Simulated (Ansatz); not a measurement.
# A workflow on GaHCl2O (SMILES [OH][Ga]([Cl])[Cl])

Wanted: the energy (HF/3-21G), then a single-point energy (CASCI(8,5)/3-21G), then a structure relaxation (CASSCF(8,5)/3-21G), then a single-point energy (CCSD(T)/3-21G) of GaHCl2O. 

The calculation is run with Ansatz 0.2.0.

7 further runs of the same task are left out: 7 for a known fault of the program.

**1. The system as given**

GaHCl2O: 5 atoms, total charge 0, spin state singlet. SMILES: `[OH][Ga]([Cl])[Cl]`. The coordinates come from a PBE0-D4/def2-TZVP relaxation.

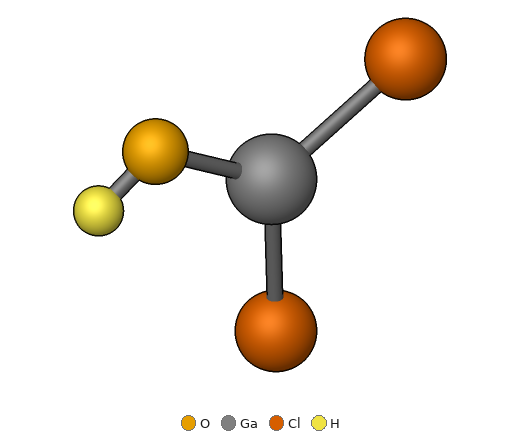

Viewed from a chosen angle; oxygen amber, gallium grey, chlorine orange, hydrogen yellow.

**2. The energy at HF/3-21G (run 1)**

File in.yaml:

```yaml
crystal:
  periodic: [false, false, false]
  atoms:
    - {symbol: O, position_ang: [0.254500, 1.354600, 0.245900]}
    - {symbol: Ga, position_ang: [0.118500, -0.394500, 0.056800]}
    - {symbol: Cl, position_ang: [1.500000, -1.634900, 1.057700]}
    - {symbol: Cl, position_ang: [-1.407900, -1.236300, -1.155800]}
    - {symbol: H, position_ang: [-0.415200, 1.837400, -0.246000]}
basis:
  gaussian: {orbitals: 3-21G.json}
hamiltonian: {xc: hf}
output: {orbitals: {seedname: orbitals}}
```

The basis set 3-21G is read from a file made from the Basis Set Exchange's data (not shown).

Run with:

```
ansatz run in.yaml --threads 1 --pin off --max-ram 2610MiB --events-out events.jsonl --progress --plain --runs-dir runs
```

Output:

```text
Warning: RAYON_NUM_THREADS=1 ignored (pool sized by the plan → 1); use --threads N
Functional definition: HF
  name "HF"
  exchange = exact_x
  correlation = 0
587 factors; integrals over basis functions are off by at most 4.3e-4 eV
mean field evaluation 1: about -79009.9240 eV, gradient 3.4e1 eV
mean field evaluation 2: about -79009.9942 eV, gradient 3.5e1 eV
mean field evaluation 4: about -79012.5704 eV, gradient 1.9e0 eV
mean field evaluation 8: about -79012.5889 eV, gradient 1.1e-1 eV
mean field -79012.58901205 eV, -2903.6590895366 hartree, gradient 8.0e-5 eV, S^2 0.000000; 0 other end points of the search recorded, 0 dependent functions left out
reference -79012.58901205 eV, -2903.6590895366 hartree; 37, 37 occupied and 23, 23 virtual orbitals, 587 factors
Total energy: -79012.58901205 eV, -2903.6590895366 hartree
```

It took 0.51 s on 1 thread of Arm Neoverse V2, shared host; peak memory 0.11 GiB.

**3. The energy at CASCI(8,5)/3-21G (run 2)**

in.yaml: that of step 2 with these lines changed.

```diff
@@ -9,4 +9,5 @@
 basis:
-  gaussian: {orbitals: 3-21G.json}
-hamiltonian: {xc: hf}
-output: {orbitals: {seedname: orbitals}}
+  gaussian:
+    orbitals: 3-21G.json
+correlation:
+  active_space: {window: {electrons: 8, orbitals: 5}, shells: [{species: O, l: p, shell: 2}, {species: Ga, l: p, shell: 4}, {species: Cl, l: p, shell: 3}], fixed_orbitals: true}
```

The basis set 3-21G is read from a file made from the Basis Set Exchange's data (not shown).

Run with:

```
ansatz run in.yaml --threads 1 --pin off --max-ram 2610MiB --events-out events.jsonl --progress --plain --runs-dir runs
```

Output:

```text
Warning: RAYON_NUM_THREADS=1 ignored (pool sized by the plan → 1); use --threads N
[... 4 set-up lines as earlier in the session ...]
587 factors; integrals over basis functions are off by at most 4.3e-4 eV
mean field evaluation 1: about -79009.9240 eV, gradient 3.4e1 eV
mean field evaluation 2: about -79009.9942 eV, gradient 3.5e1 eV
mean field evaluation 4: about -79012.5704 eV, gradient 1.9e0 eV
mean field evaluation 8: about -79012.5889 eV, gradient 1.1e-1 eV
mean field -79012.58901205 eV, -2903.6590895366 hartree, gradient 1.6e-6 eV, S^2 0.000000; 0 other end points of the search recorded, 0 dependent functions left out
reference -79012.58901205 eV, -2903.6590895366 hartree; 37, 37 occupied and 23, 23 virtual orbitals, 587 factors
state -79012.61555695 eV, -2903.6600650435 hartree
Total energy: -79012.61555695 eV, -2903.6600650435 hartree
```

Wall time 0.55 s (1 thread of Arm Neoverse V2, shared host); peak memory 0.11 GiB.

**4. A geometry optimisation at CASSCF(8,5)/3-21G (root 2, 3 states averaged) (run 10)**

File run.yaml:

```yaml
basis:
  gaussian:
    orbitals: 3-21G.json
crystal:
  periodic: [false, false, false]
  atoms:
    - symbol: O
      position_ang: [0.254500, 1.354600, 0.245900]
    - symbol: Ga
      position_ang: [0.118500, -0.394500, 0.056800]
    - symbol: Cl
      position_ang: [1.500000, -1.634900, 1.057700]
    - symbol: Cl
      position_ang: [-1.407900, -1.236300, -1.155800]
    - symbol: H
      position_ang: [-0.415200, 1.837400, -0.246000]
correlation:
  active_space: {window: {electrons: 8, orbitals: 5}, shells: [{species: O, l: p, shell: 2}, {species: Ga, l: p, shell: 4}, {species: Cl, l: p, shell: 3}], states: [{multiplicity: 1, weights: [1, 1]}, {multiplicity: 3, weights: [1]}], root: 1}
relax:
  max_steps: 40
```

The basis set 3-21G is read from a file made from the Basis Set Exchange's data (not shown).

Run with:

```
ansatz run run.yaml --threads 1 --pin off --max-ram 2610MiB --events-out events.jsonl --progress --plain --runs-dir runs
```

Output:

```text
Warning: RAYON_NUM_THREADS=1 ignored (pool sized by the plan → 1); use --threads N
The last accepted step is kept in runs//last_step.txt (removed where the run ends without a failure and the disk answers)
[... 26 lines left out ...]
WARN: the results are in doubt because the active space keeps only 0.00 of an open shell, of an orbital that "shells" chose or of one that was active at an earlier place
[... 51 lines left out ...]
WARN: the results are in doubt because the active space keeps only 0.00 of an open shell, of an orbital that "shells" chose or of one that was active at an earlier place
[... 51 lines left out ...]
WARN: the results are in doubt because the active space keeps only 0.00 of an open shell, of an orbital that "shells" chose or of one that was active at an earlier place
[... 51 lines left out ...]
WARN: the results are in doubt because the active space keeps only 0.00 of an open shell, of an orbital that "shells" chose or of one that was active at an earlier place
[... 50 lines left out ...]
WARN: the results are in doubt because the active space keeps only 0.00 of an open shell, of an orbital that "shells" chose or of one that was active at an earlier place
[... 2 lines left out ...]
Error: geometry relaxation did not converge after 40 steps: max|allowed force component| = 6.03e-2 eV/Å (threshold 1.0e-2). Raise `relax.max_steps` over both its present limit and 40, loosen `relax.f_tol`, or start from a geometry closer to equilibrium. Where this run's directory can be resumed (`checkpoint.write`), a resume goes on for up to `relax.max_steps` more
```

Run time: 6.5 min. Hardware: 1 thread of Arm Neoverse V2, shared host; peak memory 0.31 GiB.

No converged result was reached.

**5. A single-point energy at CCSD(T)/3-21G (run 11)**

File run.yaml:

```yaml
basis:
  gaussian:
    orbitals: 3-21G.json
crystal:
  periodic: [false, false, false]
  atoms:
    - {symbol: O, position_ang: [0.254500, 1.354600, 0.245900]}
    - {symbol: Ga, position_ang: [0.118500, -0.394500, 0.056800]}
    - {symbol: Cl, position_ang: [1.500000, -1.634900, 1.057700]}
    - {symbol: Cl, position_ang: [-1.407900, -1.236300, -1.155800]}
    - {symbol: H, position_ang: [-0.415200, 1.837400, -0.246000]}
correlation:
  method: ccsd_t
```

The basis set 3-21G is read from a file made from the Basis Set Exchange's data (not shown).

Run with:

```
ansatz run run.yaml --threads 1 --pin off --max-ram 2610MiB --events-out events.jsonl --progress --plain --runs-dir runs
```

Output (excerpt; [...] marks lines left out):

```text
Warning: RAYON_NUM_THREADS=1 ignored (pool sized by the plan → 1); use --threads N
[... 2 set-up lines as earlier in the session ...]
[...]
587 factors; integrals over basis functions are off by at most 4.3e-4 eV
[...]
mean field -79012.58901205 eV, -2903.6590895366 hartree, gradient 1.6e-6 eV, S^2 0.000000; 0 other end points of the search recorded, 0 dependent functions left out
20 core orbitals not correlated: weight in the atoms' cores, before any rotation towards them, 1.000 or more for the frozen orbitals, at most 0.000 for the correlated occupied ones
reference -79012.58901205 eV, -2903.6590895366 hartree; 17, 17 occupied and 23, 23 virtual orbitals, 587 factors
second order -6.65252485 eV of doubles, -0.00000000 eV of singles
cycle   1  -6.77601487 eV  change   -1.2e-1 eV  update   9.0e-2
[...]
cycle   9  -7.07885065 eV  change   -3.2e-5 eV  update   1.6e-5
perturbative correction -0.15763780 eV, -0.0057930822 hartree
Total energy: -79019.82550050 eV, -2903.9250255821 hartree
```

Wall time 1.4 s (1 thread of Arm Neoverse V2, shared host); peak memory 0.12 GiB.

**6. Results**

| quantity | value |
| --- | --- |
| run 1, HF/3-21G: total energy | -2903.65909 Eh |
| run 1, HF/3-21G: HOMO energy | -12.92 eV |
| run 1, HF/3-21G: LUMO energy | 1.35 eV |
| run 1, HF/3-21G: HOMO–LUMO gap | 14.26 eV |
| run 2, CASCI(8,5)/3-21G: total energy | -2903.66007 Eh |
| run 11, CCSD(T)/3-21G: total energy | -2903.92503 Eh |
| run 11, CCSD(T)/3-21G: correlation energy (20 core orbitals frozen) | -265.9 mEh |
| run 11, CCSD(T)/3-21G: (T) correction | -5.79 mEh |
| run 11, CCSD(T)/3-21G: T1 diagnostic | 0.013 |
| run 10, CASSCF(8,5)/3-21G | no result (not converged) |

**Reading.** The triples (run 11, CCSD(T)/3-21G) make up 2.2 % of the correlation energy. 1 of the 4 runs did not end normally.
